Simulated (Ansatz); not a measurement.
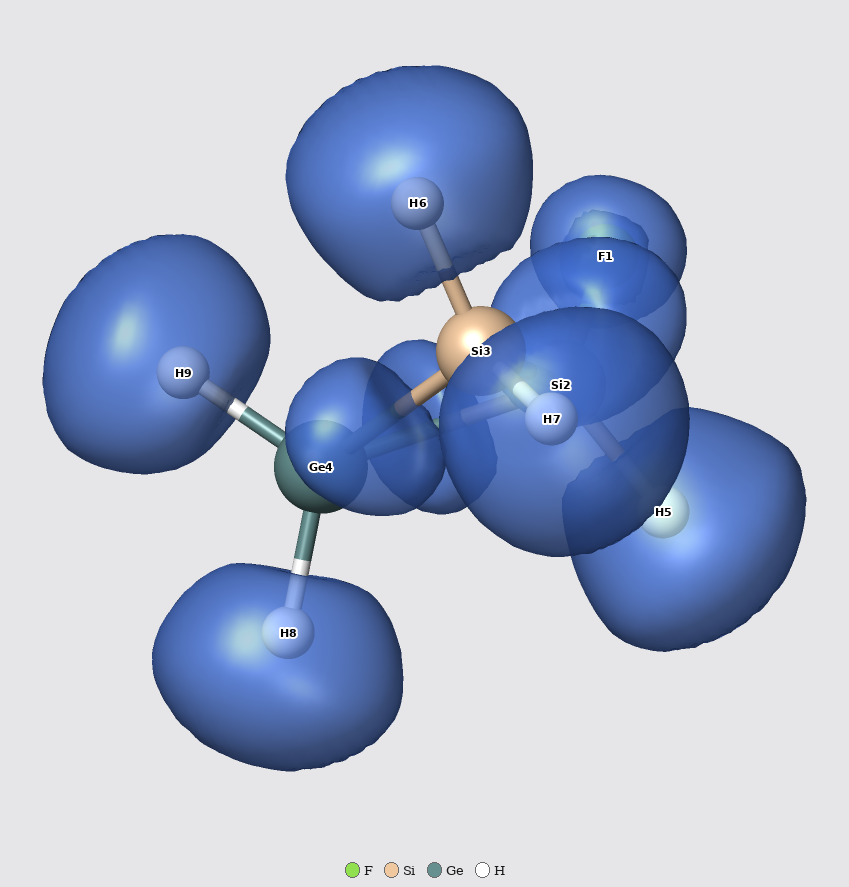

*FGeH$_{5}$Si$_{2}$ (SMILES F[SiH]1[SiH2][GeH2]1). Isosurface of the ELF at 0.8 (blue), seen at an oblique angle. Only the valence region is drawn (cores and ρ < 0.01 e/Å³ removed).*

Geometry: PBE0-D4/def2-TZVP.

Level of theory: RKS PBE0-D4/def2-TZVPP (Ansatz 0.2.0).

```yaml
atoms:
  - { symbol: F, position_ang: [-1.8083, 1.2586, -1.5525] }
  - { symbol: Si, position_ang: [-0.6313, 0.2509, -1.1504] }
  - { symbol: Si, position_ang: [1.1325, 0.7337, 0.2528] }
  - { symbol: Ge, position_ang: [-0.4433, -1.0078, 0.8395] }
  - { symbol: H, position_ang: [-0.2611, -0.5706, -2.3302] }
  - { symbol: H, position_ang: [0.9069, 1.8580, 1.1966] }
  - { symbol: H, position_ang: [2.5627, 0.5904, -0.1218] }
  - { symbol: H, position_ang: [-0.1638, -2.5113, 0.7303] }
  - { symbol: H, position_ang: [-1.2059, -0.6479, 2.1187] }
```

Where are the electrons localised?

Answer. At this value the surface marks out five regions around hydrogen nuclei, three regions on Si in which the atom's valence shell and bonds are merged and one region wrapped around F (its valence shell). Along the contacts the grid gives the following. Si–F (1.60 Å): the ELF peaks at about 0.85 in the valence shell of F, 0.6 Å from its nucleus, and is about 0.50 at the midpoint. Si–Si (2.30 Å): the ELF peaks at about 0.95 between the atoms: a covalent bond.
